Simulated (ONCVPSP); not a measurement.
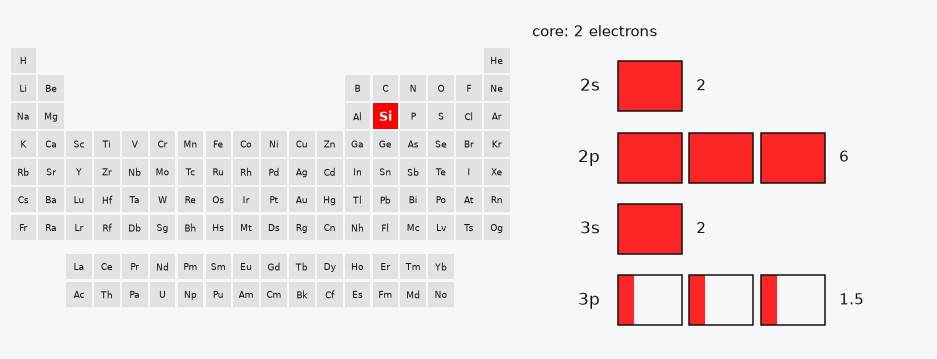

Figure 1. Left, the place of silicon in the periodic table; right, the valence shells of the reference configuration: a box for each of the 2l + 1 orbitals, shaded by the share of the shell that is filled, with the electron count at the right. The shells are those of the unaltered input.

**Pseudopotential generation, with input and output: Si**

System: silicon (Si, Z = 14), core [He], reference valence 2s2 2p6 3s2 3p1.5 (an ion of charge +0.5), valence charge 12. (This line and the method describe the unaltered input from which the odd one was made.)
Method: ONCV potential, PBEsol, scalar-relativistic, made with ONCVPSP 4.0.1.

### Input file
```
# ATOM AND REFERENCE CONFIGURATION
# atsym  z   nc   nv     iexc    psfile
  Si 14.00    1    4  -116133      upf
#
#   n    l    f
    1    0    2.00
    2    0    2.00
    2    1    6.00
    3    0    2.00
    3    1    1.50
#
# PSEUDOPOTENTIAL AND OPTIMIZATION
# lmax
    0
#
#   l,   rc,      ep,       ncon, nbas, qcut
    0    1.10    0.00    4    7    9.40
    1    1.05    0.00    5    8   13.00
#
# LOCAL POTENTIAL
# lloc, lpopt,  rc(5),   dvloc0
    4    4    0.80    0.00
#
# VANDERBILT-KLEINMAN-BYLANDER PROJECTORs
# l, nproj, debl
    0    2    3.40
    1    2    0.60
#
# MODEL CORE CHARGE
# icmod, fcfact, rcfact
    3    3.75    1.60
#
# LOG DERIVATIVE ANALYSIS
# epsh1, epsh2, depsh
   -7.00    5.00    0.04
#
# OUTPUT GRID
# rlmax, drl
    6.00    0.01
#
# TEST CONFIGURATIONS
# ncnf
    4
# nvcnf
#   n    l    f
    4
    2    0    2.00
    2    1    6.00
    3    0    2.00
    3    1    2.00
#
    4
    2    0    2.00
    2    1    6.00
    3    0    2.00
    3    1    1.00
#
    4
    2    0    2.00
    2    1    6.00
    3    0    2.00
    3    1    0.00
#
    4
    2    0    2.00
    2    1    6.00
    3    0    1.00
    3    1    3.00
#
```

Launched with:
```bash
oncvpsp.x < Si.dat > Si.out
```

### Output (extracts)
```
ONCVPSP  (Optimized Norm-Conservinng Vanderbilt PSeudopotential)
scalar-relativistic version 4.0.1

ONCVPSP  (Optimized Norm-Conservinng Vanderbilt PSeudopotential)
scalar-relativistic version 4.0.1 03/01/2019

While it is not required under the terms of the GNU GPL, it is
suggested that you cite D. R. Hamann, Phys. Rev. B 88, 085117 (2013)
in any publication utilizing these pseudopotentials.

Read ERROR, input data file line  18
Program will stop
```

### What the run reported

- outcome: refused by the program
- hardware: 1 CPU thread, shared host

### What went wrong

The input is odd on purpose: lmax lowered by one with the lists unchanged. The generator stopped with the message “Read ERROR, input data file line 18”.
